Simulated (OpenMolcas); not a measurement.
**NH+ (SMILES [NH+]): levels of theory compared**

Wanted: a comparison of 6 runs (ROHF/6-311G, U-r2SCAN/6-311G, UM06-2X/6-311G, USVWN5/6-311G, ROMP2/6-311G, ROCCSD(T)/6-311G) of NH+. 

The calculation is run with OpenMolcas 26.06.

## 1. Starting point

The species is NH+ (2 atoms), meant as a doublet with charge +1. As SMILES, `[NH+]`. The shape is that of a GFN2-xTB optimisation.

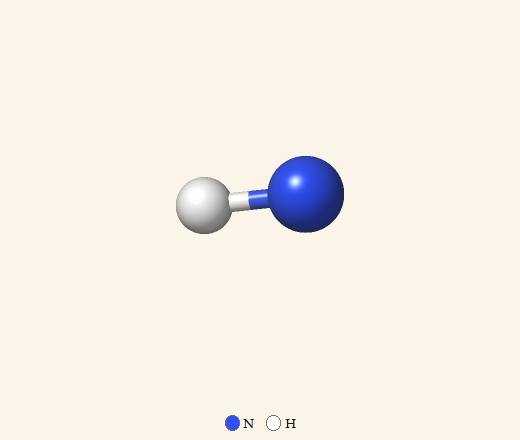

Viewed from a chosen angle; nitrogen blue, hydrogen white.

## 2. The energy at ROHF/6-311G (run 1)

step1.inp

```
* HN Hartree-Fock

&GATEWAY
 BasLib
 $CurrDir
 Coord
 2
 angstrom
 N        0.000000       0.000000       0.000000
 H        0.000000       0.000000       1.092650
 Basis
 6-311G
 Group
 NoSym

&SEWARD

&SCF
 UHF
 Charge
 1
 Spin
 2
 PrOrbitals
 1 1

&RASSCF
 FileOrb
 $Project.UnaOrb
 Spin
 2
 Nactel
 1 0 0
 Inactive
 3
 Ras2
 1
 OutOrbitals
 Canonical
 OrbListing
 Nothing
```

The basis set 6-311G is read from a file made from the Basis Set Exchange's data (not shown).

Launch:

```
export MOLCAS_MEM=1860
pymolcas step1.inp > step1.log
```

Log:

```text
--- Start Module: gateway ---
[...]
--- Stop Module: gateway /rc=_RC_ALL_IS_WELL_ ---
[...]
      Basis functions           16
[...]
--- Start Module: scf ---
[...]
       Convergence after  20 Iterations
[...]
::    Total SCF energy                                -54.4817993823
[...]
      Total spin, S                                     0.5022483708
[...]
--- Stop Module: scf /rc=_RC_ALL_IS_WELL_ ---
--- Start Module: rasscf ---
[...]
      Number of active orbitals                  1
[...]
      Spin quantum number                      0.5
[...]
      Active orbitals                            1
[...]
      Number of CSFs                             1
[...]
      Number of root(s) required                 1
[...]
      Convergence after  6 iterations
[...]
      printout of CI-coefficients larger than  0.05 for root  1
      energy=     -54.480362
      conf/sym  1     Coeff  Weight
             1  u   1.00000 1.00000
      Natural orbitals and occupation numbers for root  1
      sym 1:   1.000000
      ************************************************************************************************************************
      *                                                    Final results                                                     *
[...]
::    RASSCF root number  1 Total energy:    -54.48036152
[...]
      Total electronic charge=    7.000000
      Total            charge=    1.000000
[...]
      Dipole Moment (debye):
      Origin of the operator (angstrom)=    0.0000    0.0000    0.0734
                   X= -3.3568E-12               Y= -9.4082E-14               Z=  2.4010E+00           Total=  2.4010E+00
      Center of Charge (angstrom)
[...]
--- Stop Module: rasscf /rc=_RC_ALL_IS_WELL_ ---
[...]
```

Wall time 2.5 s (1 thread of Arm Neoverse V1, shared host); peak memory 0.37 GiB.

## 3. A single-point energy at U-r2SCAN/6-311G (run 2)

calc.input

```
&GATEWAY
  BasLib = $CurrDir
  Coord
  2
  angstrom
  N        0.000000       0.000000       0.000000
  H        0.000000       0.000000       1.092650
  Basis = 6-311G
  Group = NoSym

&SEWARD
  GridInput
  Grid=UltraFine
  End of Grid

&SCF
  UHF
  Charge = 1
  Spin = 2
  KSDFT = 2
  1.0 MGGA_X_R2SCAN
  1.0 MGGA_C_R2SCAN
  Thresholds = 1e-10 1e-07 1e-07 1e-05
  PrOrbitals = 1 1
```

The basis set 6-311G is read from a file made from the Basis Set Exchange's data (not shown).

Launch:

```
export MOLCAS_MEM=1860
pymolcas calc.input > calc.log
```

Log:

```text
--- Start Module: gateway ---
[...]
--- Stop Module: gateway /rc=_RC_ALL_IS_WELL_ ---
--- Start Module: seward ---
[...]
      Basis functions           16
--- Stop Module: seward /rc=_RC_ALL_IS_WELL_ ---
--- Start Module: scf ---
[...]
       Convergence after  43 Iterations
[...]
::    Total KS-DFT energy                             -54.6824134057
[...]
      Total spin, S                                     0.5010584561
[...]
      Total electronic charge=    7.000000
      Total            charge=    1.000000
[...]
      Dipole Moment (debye):
      Origin of the operator (angstrom)=    0.0000    0.0000    0.0734
                   X= -1.4575E-11               Y= -4.0067E-11               Z=  2.2224E+00           Total=  2.2224E+00
      Center of Charge (angstrom)
[...]
--- Stop Module: scf /rc=_RC_ALL_IS_WELL_ ---
[...]
```

Run time: 13 s. Hardware: 1 thread of Arm Neoverse V1, shared host; peak memory 0.37 GiB.

Runs 3 to 5 aren't shown in full; the table further down has their settings and results.

## 4. A single-point energy at ROCCSD(T)/6-311G (run 6)

calc.inp

```
* HN CCSD(T)

&gateway
  baslib=$CurrDir
  coord
  2
  angstrom
  N        0.000000       0.000000       0.000000
  H        0.000000       0.000000       1.092650
  basis=6-311G
  group=NoSym

&seward

&scf
  uhf
  charge=1
  spin=2
  thresholds=1e-10 1e-07 1e-07 1e-05
  prorbitals=1 1

&rasscf
  fileorb=$Project.UnaOrb
  spin=2
  nactel=1 0 0
  inactive=3
  ras2=1
  outorbitals=Canonical
  orblisting=Nothing

&motra
  jobiph
  frozen=1

&ccsdt
  cct
  triples=3
  iterations=80
  accuracy=1e-08
  extrapolation=5 4
```

The basis set 6-311G is read from a file made from the Basis Set Exchange's data (not shown).

Launch:

```
export MOLCAS_MEM=1860
pymolcas calc.inp > calc.log
```

Log:

```text
--- Start Module: gateway ---
[...]
--- Stop Module: gateway /rc=_RC_ALL_IS_WELL_ ---
[...]
      Basis functions           16
[...]
       Convergence after  22 Iterations
[...]
::    Total SCF energy                                -54.4817993823
[...]
      Total spin, S                                     0.5022483822
[...]
      Number of active orbitals                  1
[...]
      Spin quantum number                      0.5
[...]
      Active orbitals                            1
[...]
      Number of CSFs                             1
[...]
      Number of root(s) required                 1
[...]
      Convergence after  6 iterations
[...]
      printout of CI-coefficients larger than  0.05 for root  1
      energy=     -54.480362
      conf/sym  1     Coeff  Weight
             1  u   1.00000 1.00000
      Natural orbitals and occupation numbers for root  1
      sym 1:   1.000000
      ************************************************************************************************************************
      *                                                    Final results                                                     *
[...]
::    RASSCF root number  1 Total energy:    -54.48036152
[...]
      Total electronic charge=    7.000000
      Total            charge=    1.000000
[...]
      Dipole Moment (debye):
      Origin of the operator (angstrom)=    0.0000    0.0000    0.0734
                   X=  1.8129E-14               Y=  1.0686E-15               Z=  2.4010E+00           Total=  2.4010E+00
      Center of Charge (angstrom)
[...]
--- Start Module: motra ---
[...]
      *** WARNING: Default frozen orbitals is overwritten by user input.
      *** Default values:   1
[...]
--- Stop Module: motra /rc=_RC_ALL_IS_WELL_ ---
--- Start Module: ccsdt ---
[...]
      Convergence after                    17  Iterations
      Total energy (diff) :     -54.55639279       0.00000000
[...]
 METHOD                       : CCSD+T(CCSD)+<T3(1)WT1>+<T3(1)UT2> = CCSD(T)
[...]
       CCSD     =       -54.5563927854391
[...]
--- Stop Module: ccsdt /rc=_RC_ALL_IS_WELL_ ---
[...]
```

It took 2.6 s on 1 thread of Arm Neoverse V1, shared host; peak memory 0.37 GiB.

## 5. All runs side by side

```
run             level  integration grid  SCF convergence threshold  frozen core orbitals  energy (Eh)  wall time
  1       ROHF/6-311G                 –                          –                     –   -54.480362      2.5 s
  2   U-r2SCAN/6-311G         UltraFine                      1e-10                     –   -54.682413       13 s
  3    UM06-2X/6-311G         UltraFine                      1e-10                     –   -54.698358       12 s
  4     USVWN5/6-311G         UltraFine                      1e-10                     –   -54.231474      5.4 s
  5      ROMP2/6-311G                 –                      1e-10                     1   -54.536953      2.5 s
  6  ROCCSD(T)/6-311G                 –                      1e-10                     1   -54.557401      2.6 s
```

## 6. Outcome

| quantity | value |
| --- | --- |
| run 6: total energy | -54.55740 Eh |
| run 6: (T) correction | -1.01 mEh |

In words: Totals of different functionals can't be ranked against each other. All runs together took 38 s, the longest 13 s.
